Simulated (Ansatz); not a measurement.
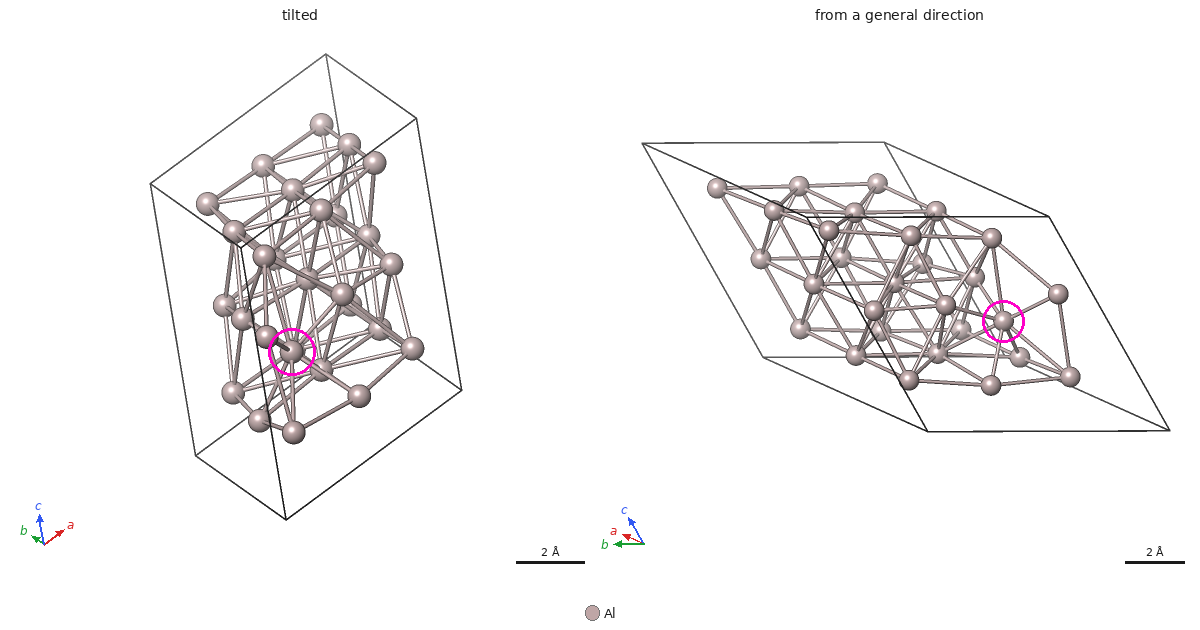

The image is a ball-and-stick drawing of a crystal, viewed slightly off an axis and from a general direction. The supercell is outlined; an atom on or near a face, edge or corner is repeated at each equivalent position. The host is Al, in a cell of 27 sites, and the cell is neutral. A ring marks the defect's site.

**Which defect is modelled here, and what are its neighbours?**

An interstitial aluminium atom. It is bonded to ten Al at about 2.3 to 3.0 Å.

The atoms were relaxed in the host's cell with DFT r2SCAN, scalar-relativistic, plane waves, PAW in Ansatz 0.2.0.
